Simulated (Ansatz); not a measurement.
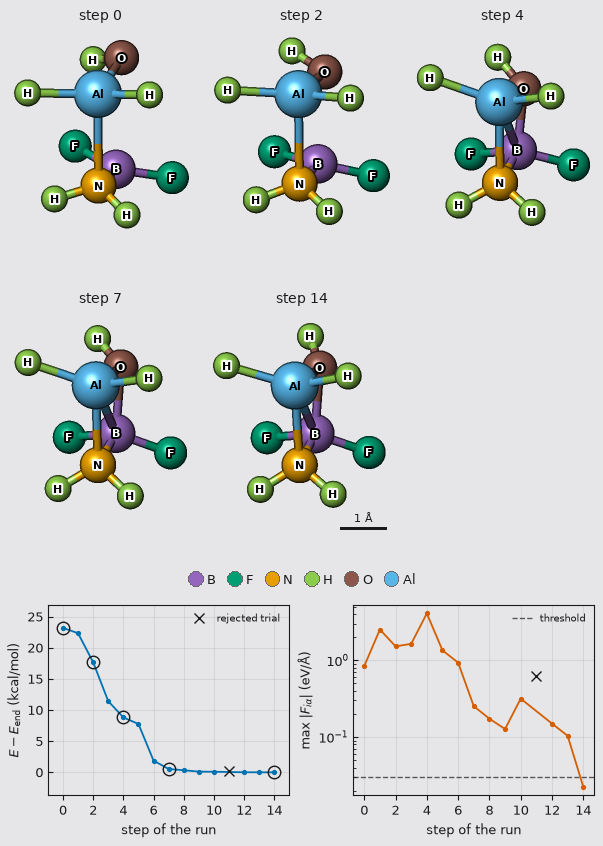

Frames of a relaxation of AlBNH5OF2, marked on the history of the run. Style: ball-and-stick. Shown from a free direction.

The run prepares an end point of a later path (reaction) calculation, from a guessed geometry.

These are results of Ansatz 0.2.0, RKS PBE/def2-SVP, not measurements. (no spin polarisation; force threshold 0.03 eV/Å; at most 50 steps)

Question: Describe the path.

Answer: After 13 accepted moves (14 points after the start) the energy has fallen by 23.2 kcal/mol. Largest force component: 0.84 eV/Å at the start, 0.022 eV/Å at the end. The line search rejected the trial step at point 11 of the run. The atom that moves furthest after the best rigid fit is the O atom (0.63 Å). Largest moves by element: O 0.63 Å, B 0.42 Å, H 0.39 Å, F 0.28 Å, Al 0.24 Å, N 0.13 Å. Near-neighbour distances that change, for instance: B–O 2.595 → 1.555 Å, Al–B 2.845 → 2.580 Å, Al–N 2.226 → 1.987 Å, B–N 1.463 → 1.597 Å. New bonds form, among them: B–O (2.59 → 1.55 Å). Bond angles that change, for instance: N–Al–O 93.9° → 74.9°, Al–O–H 116.3° → 134.6°, N–Al–H 96.5° → 111.7°. Groups turn about Al–O by about 75°. The run took 23 s on 4 threads of Arm Neoverse V1, on a shared host, peak memory 0.19 GiB. From step 0 to 2: the O atom moves most (0.34 Å), energy −5.52 kcal/mol. From step 2 to 4: the O atom moves most (0.39 Å), energy −8.86 kcal/mol. From step 4 to 7: F and O atoms move most (0.11 Å), energy −8.29 kcal/mol. From step 7 to 14: an H atom moves most (0.28 Å), energy −0.54 kcal/mol.

```tsv
step	E − E(0), kcal/mol	largest force component, eV/Å	note
0	0.00	0.8398	
1	-0.86	2.5241	
2	-5.52	1.5220	
3	-11.78	1.6408	
4	-14.38	4.0911	
5	-15.44	1.3486	
6	-21.32	0.9337	
7	-22.67	0.2521	
8	-22.86	0.1734	
9	-23.09	0.1270	
10	-23.11	0.3164	
11	-22.99	0.6318	rejected
12	-23.19	0.1497	
13	-23.19	0.1036	
14	-23.20	0.0224
```
